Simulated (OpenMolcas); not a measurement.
## Run report: Hf²⁺, multiconfigurational calculation

Hf²⁺. Computed at this level: state-averaged CASSCF, active space 2 electrons in the shell 5d, basis ANO-RCC-VTZP, DKH2 scalar Hamiltonian, spin-orbit coupling by RASSI with atomic mean-field integrals (OpenMolcas).

**Output (extracts)**
```
--- SEWARD ---
Basis set label: HF.ANO-RCC...8S7P5D3F2G1H.

      Electronic valence basis set:
      ------------------
      Associated Effective Charge  72.000000 au
      Associated Actual Charge     72.000000 au
      Nuclear Model: Point charge

      Shell  nPrim  nBasis  Cartesian Spherical Contaminant
         s      24       8        X
         p      21       7        X
         d      15       5                 X
         f      11       3                 X
         g       4       2                 X
         h       2       1                 X
                  Relativistic Douglas-Kroll-Hess integrals:
                    - DKH order of Hamiltonian: 2
                    - DKH order of Properties : 0
                  Atomic mean-field integrals
--- RASSCF ---
Wave function specifications:
      -----------------------------

      Number of closed shell electrons          68
      Number of electrons in active shells       2
      Max number of holes in RAS1 space          0
      Max nr of electrons in RAS3 space          0
      Number of inactive orbitals               34
      Number of active orbitals                  5
      Number of secondary orbitals              65
      Spin quantum number                      1.0
      State symmetry                             1
Orbital specifications:
      -----------------------

      Symmetry species                           1   2
                                                ag  au
      Frozen orbitals                            0   0
      Inactive orbitals                         15  19
      Active orbitals                            5   0
      RAS1 orbitals                              0   0
      RAS2 orbitals                              5   0
      RAS3 orbitals                              0   0
      Secondary orbitals                        31  34
      Deleted orbitals                           0   0
      Number of basis functions                 51  53
      Number of CSFs                            10
      Number of root(s) required                10
      Iter CI   SX   CI       RASSCF       Energy    max ROT     max BLB   max BLB  Level Ln srch  Step   QN
          iter iter root      energy       change     param      element    value   shift minimum  type update
 Nr of preliminary CI iterations:   1
      Total energies have been shifted. Add               -15000.00 au
        1   1   10    0   -63.26401975    0.00E+00   1.67E-01*  19  22 2  4.18E-02*  0.00   0.00    SX    NO
        2   1   11    0   -63.28982103   -2.58E-02*  4.11E-02   12  31 2 -5.82E-02*  0.00   0.00    SX    NO
        3   1   11    0   -63.28946905    3.52E-04*  3.24E-02   12  31 2  8.34E-02*  0.00   0.00    SX    NO
        4   1   11    0   -63.28768596    1.78E-03*  2.77E-02   12  31 2 -1.05E-01*  0.00   0.00    SX    NO
        5   1   11    0   -63.28449169    3.19E-03*  1.89E-02   12  31 2  1.34E-01*  0.00   0.45    SX   YES
        6   1   11    0   -63.29196450   -7.47E-03*  4.49E-03   15  34 2 -5.33E-02*  0.00   0.71    QN   YES
        7   1    9    0   -63.29337411   -1.41E-03*  8.16E-05   13  39 2  4.81E-04*  0.00   1.00    QN   YES
        8   1    7    0   -63.29337443   -3.16E-07* -3.53E-05   18  24 2  8.32E-05   0.00   1.16    QN   YES
        9   1    5    0   -63.29337444   -1.04E-08*  1.77E-05    9  25 2 -8.02E-06   0.00   0.92    QN   YES
       10   1    5    0   -63.29337444   -3.42E-10  -2.04E-06   11  37 2 -2.30E-06   0.00   0.87    QN   YES
      Convergence after 10 iterations
       11   1    5    0   -63.29337444   -1.64E-11  -2.04E-06   19  25 2  2.03E-07   0.00   0.87    QN   YES
      Natural orbitals and occupation numbers for root  1
      sym 1:  -0.000000   0.217750   0.217750   0.782250   0.782250
      Natural orbitals and occupation numbers for root  2
      sym 1:   0.059863   0.059863   0.940137   0.940137   0.000000
      Natural orbitals and occupation numbers for root  3
      sym 1:   0.134287  -0.000000   0.865713   0.134287   0.865713
::    RASSCF root number  1 Total energy: -15063.30634642
::    RASSCF root number  2 Total energy: -15063.30634642
::    RASSCF root number  3 Total energy: -15063.30634642
::    RASSCF root number  4 Total energy: -15063.30634642
::    RASSCF root number  5 Total energy: -15063.30634642
::    RASSCF root number  6 Total energy: -15063.30634642
::    RASSCF root number  7 Total energy: -15063.30634642
::    RASSCF root number  8 Total energy: -15063.26310648
::    RASSCF root number  9 Total energy: -15063.26310648
::    RASSCF root number 10 Total energy: -15063.26310648
--- RASSCF ---
Wave function specifications:
      -----------------------------

      Number of closed shell electrons          68
      Number of electrons in active shells       2
      Max number of holes in RAS1 space          0
      Max nr of electrons in RAS3 space          0
      Number of inactive orbitals               34
      Number of active orbitals                  5
      Number of secondary orbitals              65
      Spin quantum number                      0.0
      State symmetry                             1
Orbital specifications:
      -----------------------

      Symmetry species                           1   2
                                                ag  au
      Frozen orbitals                            0   0
      Inactive orbitals                         15  19
      Active orbitals                            5   0
      RAS1 orbitals                              0   0
      RAS2 orbitals                              5   0
      RAS3 orbitals                              0   0
      Secondary orbitals                        31  34
      Deleted orbitals                           0   0
      Number of basis functions                 51  53
      Number of CSFs                            15
      Number of root(s) required                15
      Iter CI   SX   CI       RASSCF       Energy    max ROT     max BLB   max BLB  Level Ln srch  Step   QN
          iter iter root      energy       change     param      element    value   shift minimum  type update
 Nr of preliminary CI iterations:   1
      Total energies have been shifted. Add               -15000.00 au
        1   1    6    0   -63.24971746    0.00E+00  -2.03E-02   19  27 1 -3.06E-03*  0.00   0.00    SX    NO
        2   1   10    0   -63.25016563   -4.48E-04*  6.75E-03   17  23 2 -5.22E-03*  0.00   0.00    SX    NO
        3   1   10    0   -63.25020575   -4.01E-05*  3.51E-03   12  30 2 -6.32E-03*  0.00   0.00    SX    NO
        4   1   10    0   -63.25019778    7.96E-06*  2.42E-03   12  30 2  8.59E-03*  0.00   0.00    SX    NO
        5   1   10    0   -63.25017665    2.11E-05*  1.61E-03   12  30 2 -1.10E-02*  0.00   0.45    SX   YES
        6   1   10    0   -63.25021927   -4.26E-05*  4.58E-04   12  30 2  6.20E-03*  0.00   0.64    QN   YES
        7   1    7    0   -63.25023843   -1.92E-05*  4.62E-05   17  23 2 -2.69E-05   0.00   1.00    QN   YES
        8   1    6    0   -63.25023843   -3.00E-09   1.23E-05   12  37 2 -9.29E-06   0.00   0.74    QN   YES
      Convergence after  8 iterations
        9   1    6    0   -63.25023843   -4.35E-10   1.23E-05   17  23 2  1.82E-07   0.00   0.74    QN   YES
      Natural orbitals and occupation numbers for root  1
      sym 1:   0.571429   0.000826   0.571429   0.446955   0.409362
      Natural orbitals and occupation numbers for root  2
      sym 1:   0.571429   0.253042   0.547863   0.571429   0.056238
      Natural orbitals and occupation numbers for root  3
      sym 1:   0.046869   0.571429   0.269345   0.571429   0.540928
::    RASSCF root number  1 Total energy: -15063.26902195
::    RASSCF root number  2 Total energy: -15063.26902195
::    RASSCF root number  3 Total energy: -15063.26902195
::    RASSCF root number  4 Total energy: -15063.26902195
::    RASSCF root number  5 Total energy: -15063.26902195
::    RASSCF root number  6 Total energy: -15063.24927182
::    RASSCF root number  7 Total energy: -15063.24927182
::    RASSCF root number  8 Total energy: -15063.24927182
::    RASSCF root number  9 Total energy: -15063.24927182
::    RASSCF root number 10 Total energy: -15063.24927182
::    RASSCF root number 11 Total energy: -15063.24927182
::    RASSCF root number 12 Total energy: -15063.24927182
::    RASSCF root number 13 Total energy: -15063.24927182
::    RASSCF root number 14 Total energy: -15063.24927182
::    RASSCF root number 15 Total energy: -15063.16502038
--- RASSI ---
SPIN-FREE ENERGIES:
  (Shifted by EMIN (a.u.) =     -15063.3063464240)

 SF State       Relative EMIN(au)   Rel lowest level(eV)    D:o, cm**(-1)      L_eff

     1             0.0000000000        0.0000000000              0.0000         3.0
     2             0.0000000000        0.0000000000              0.0000         3.0
     3             0.0000000000        0.0000000000              0.0000         3.0
     4             0.0000000000        0.0000000000              0.0000         3.0
     5             0.0000000000        0.0000000000              0.0000         3.0
     6             0.0000000000        0.0000000000              0.0000         3.0
     7             0.0000000000        0.0000000000              0.0000         3.0
    11             0.0373244733        1.0156506582           8191.7750         2.0
    12             0.0373244733        1.0156506582           8191.7750         2.0
    13             0.0373244733        1.0156506582           8191.7750         2.0
    14             0.0373244733        1.0156506582           8191.7750         2.0
    15             0.0373244733        1.0156506582           8191.7750         2.0
    10             0.0432399436        1.1766188078           9490.0707         1.0
     8             0.0432399436        1.1766188078           9490.0707         1.0
     9             0.0432399436        1.1766188078           9490.0707         1.0
    16             0.0570746041        1.5530790957          12526.4277         4.0
    17             0.0570746041        1.5530790957          12526.4277         4.0
    18             0.0570746041        1.5530790957          12526.4277         4.0
    19             0.0570746041        1.5530790957          12526.4277         4.0
    20             0.0570746041        1.5530790957          12526.4277         4.0
    21             0.0570746041        1.5530790957          12526.4277         4.0
    22             0.0570746041        1.5530790957          12526.4277         4.0
    23             0.0570746041        1.5530790957          12526.4277         4.0
    24             0.0570746041        1.5530790957          12526.4277         4.0
    25             0.1413260452        3.8456776026          31017.4817         0.0
     Dipole printing threshold changed to   1.00000000E+00
Eigenvalues of complex Hamiltonian:
   -----------------------------------
  (Shifted by EMIN (a.u.) =     -15063.3063464240)

 SO State       Relative EMIN(au)   Rel lowest level(eV)    D:o, cm**(-1)     J-value

     1            -0.0175651592        0.0000000000              0.0000         1.6
     2            -0.0175651592        0.0000000000              0.0000         1.3
     3            -0.0175651592        0.0000000000              0.0000         1.5
     4            -0.0175651592        0.0000000000              0.0000         1.8
     5            -0.0175651592        0.0000000000              0.0000         1.7
     6            -0.0037633973        0.3755650745           3029.1366         2.8
     7            -0.0037633973        0.3755650745           3029.1366         2.2
     8            -0.0037633973        0.3755650745           3029.1366         1.9
     9            -0.0037633973        0.3755650745           3029.1366         2.6
    10            -0.0037633973        0.3755650745           3029.1366         2.6
    11            -0.0037633973        0.3755650745           3029.1366         2.3
    12            -0.0037633973        0.3755650745           3029.1366         2.2
    13             0.0101074377        0.7530097241           6073.4330         3.4
    14             0.0101074377        0.7530097241           6073.4330         2.9
    15             0.0101074377        0.7530097241           6073.4330         3.5
    16             0.0101074377        0.7530097241           6073.4330         3.3
    17             0.0101074377        0.7530097241           6073.4330         2.6
    18             0.0101074377        0.7530097241           6073.4330         3.3
    19             0.0101074377        0.7530097241           6073.4330         2.6
    20             0.0101074377        0.7530097241           6073.4330         3.6
    21             0.0101074377        0.7530097241           6073.4330         3.2
    22             0.0322410890        1.3552970577          10931.2080         1.6
    23             0.0322410890        1.3552970576          10931.2080         1.4
    24             0.0322410890        1.3552970576          10931.2080         1.5
    25             0.0322410890        1.3552970577          10931.2080         1.4
    26             0.0322410890        1.3552970577          10931.2080         1.9
    27             0.0326463059        1.3663235728          11020.1428         0.0
    28             0.0394765463        1.5521838823          12519.2073         0.6
    29             0.0394765463        1.5521838823          12519.2073         0.6
    30             0.0394765463        1.5521838823          12519.2073         1.0
    31             0.0545982952        1.9636676317          15838.0476         1.7
    32             0.0545982952        1.9636676317          15838.0476         1.1
    33             0.0545982952        1.9636676317          15838.0476         1.1
    34             0.0545982952        1.9636676317          15838.0476         1.9
    35             0.0545982952        1.9636676317          15838.0476         1.8
    36             0.0582573583        2.0632358123          16641.1191         3.6
    37             0.0582573583        2.0632358123          16641.1191         3.6
    38             0.0582573583        2.0632358123          16641.1191         3.6
    39             0.0582573583        2.0632358123          16641.1191         3.0
    40             0.0582573583        2.0632358123          16641.1191         2.2
    41             0.0582573583        2.0632358123          16641.1191         3.2
Weights of the five most important spin-orbit-free states for each spin-orbit state.

 SO State  Total energy (au)           Spin-free states, spin, and weights
 -------------------------------------------------------------------------------------------------------
    1        -0.017565       6 1.0  0.2928    5 1.0  0.2615    7 1.0  0.2268    4 1.0  0.0561    3 1.0  0.0460
    2        -0.017565       6 1.0  0.2359    3 1.0  0.1852    2 1.0  0.1844    5 1.0  0.1650    1 1.0  0.1037
    3        -0.017565       1 1.0  0.2211    7 1.0  0.1931    2 1.0  0.1924    3 1.0  0.1623    5 1.0  0.0753
    4        -0.017565       1 1.0  0.2743    4 1.0  0.2405    3 1.0  0.1438    5 1.0  0.1369    6 1.0  0.0685
    5        -0.017565       4 1.0  0.2895    2 1.0  0.1995    7 1.0  0.1759    3 1.0  0.1438    1 1.0  0.0546
    6        -0.003763       7 1.0  0.2970    4 1.0  0.2355    3 1.0  0.1372    1 1.0  0.1215    6 1.0  0.0930
    7        -0.003763       1 1.0  0.2958    6 1.0  0.2464    4 1.0  0.1687    2 1.0  0.1226    3 1.0  0.0761
    8        -0.003763       3 1.0  0.2065    4 1.0  0.1652    2 1.0  0.1604    5 1.0  0.1505    1 1.0  0.1328
    9        -0.003763       7 1.0  0.3242    3 1.0  0.1960    6 1.0  0.1798    5 1.0  0.1574    4 1.0  0.0826
   10        -0.003763       6 1.0  0.3121    2 1.0  0.2147    5 1.0  0.1949    1 1.0  0.1284    7 1.0  0.0665
   11        -0.003763       4 1.0  0.2677    2 1.0  0.2211    5 1.0  0.1937    1 1.0  0.0964    7 1.0  0.0929
   12        -0.003763       3 1.0  0.2726    2 1.0  0.2108    5 1.0  0.1987    1 1.0  0.1862    6 1.0  0.0569
```

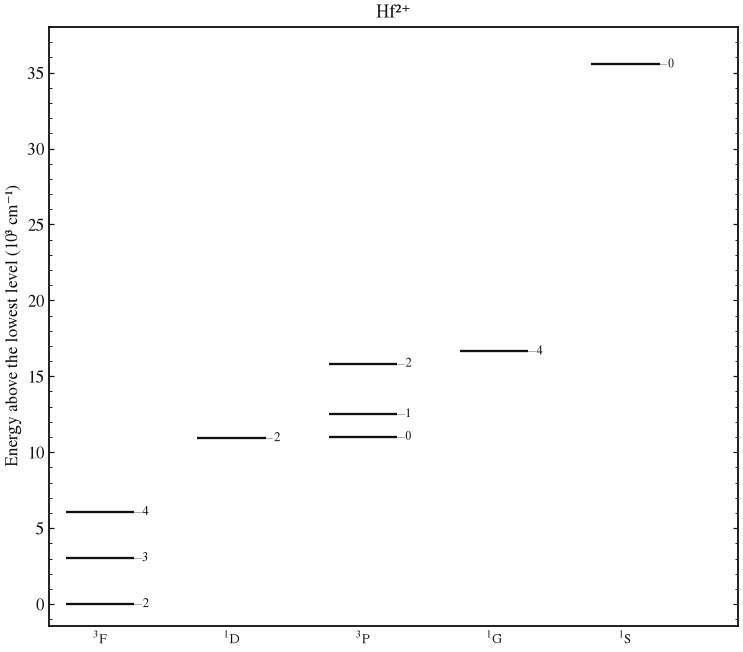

*Level diagram of Hf III (Hf²⁺).*

The lowest level is 5d² ³F₂. The first excited level, 5d² ³F₃, lies at 3,030 cm⁻¹. The ground term spreads over 6,070 cm⁻¹ in the order J = 2, 3, 4, a normal multiplet. All levels drawn have even parity, so no electric dipole line joins them. The leading LS term holds 90 % of a level on average, 95 % of the ground level. The ground level has g = 0.682. Spin-orbit coupling puts the ground level 3,860 cm⁻¹ below the lowest spin-free term.

```csv
Configuration,Level,E (cm⁻¹)
5d²,³F₂,0
5d²,³F₃,"3,029"
5d²,³F₄,"6,073"
5d²,¹D₂,"10,930"
5d²,³P₀,"11,020"
5d²,³P₁,"12,520"
5d²,³P₂,"15,840"
5d²,¹G₄,"16,640"
5d²,¹S₀,"35,550"
```

**The input**
```
&GATEWAY
Coord
1

Hf 0.0 0.0 0.0
Basis=ANO-RCC-VTZP
Group=XYZ
NoMove
AngMom=0.0 0.0 0.0
AMFI
&SEWARD
&RASSCF
FileOrb=start.orb
Symmetry=1
Spin=3
nActEl=2 0 0
Inactive=15 19
Ras2=5 0
CIRoot=10 10 1
SDav=10
CIMx=300
Iter=120 100
PrWF=0.3
OrbListing=Nothing
MaxOrb=0
Atom
>>> COPY $Project.JobIph JOB001
&RASSCF
FileOrb=start.orb
Symmetry=1
Spin=1
nActEl=2 0 0
Inactive=15 19
Ras2=5 0
CIRoot=15 15 1
SDav=15
CIMx=300
Iter=120 100
PrWF=0.3
OrbListing=Nothing
MaxOrb=0
Atom
>>> COPY $Project.JobIph JOB002
&RASSI
NrOfJobIphs=2 10 15
1 2 3 4 5 6 7 8 9 10
1 2 3 4 5 6 7 8 9 10 11 12 13 14 15
IphNames
JOB001
JOB002
EJob
SpinOrbit
DIPRint=1.0
SOCoupling=1000.0
Subsets=2
MEES
Property=10
'ANGMOM' 1 'ANGMOM' 2 'ANGMOM' 3 'MLTPL  1' 1 'MLTPL  1' 2 'MLTPL  1' 3
'AMFI' 1 'AMFI' 2 'AMFI' 3 'MLTPL  2' 6
SOProperty=3
'ANGMOM' 1 'ANGMOM' 2 'ANGMOM' 3
```

The file start.orb holds starting orbitals from an earlier step. A driver script formed the levels outside the program, from RASSI's spin-orbit matrix and the active-space energies, averaged over the components of each term or state.

**Summary**

| quantity | value |
| --- | --- |
| outcome | converged |
| lowest level | 5d² ³F₂ |
| first excited level | 5d² ³F₃, 3,029 cm⁻¹ |
| energy of the lowest spin-free term | −15063.30635 hartree |
| energy of the lowest spin-orbit level | −15063.32391 hartree |
| largest spread among components of a term | 0.0 cm⁻¹ |
| hardware | 1 CPU thread, shared host |
| wall time | 10 s |

**Remarks**

Without dynamic correlation the splittings between terms come out too large, often by 20 to 50 %. To bear in mind: only configurations of the active space are included.
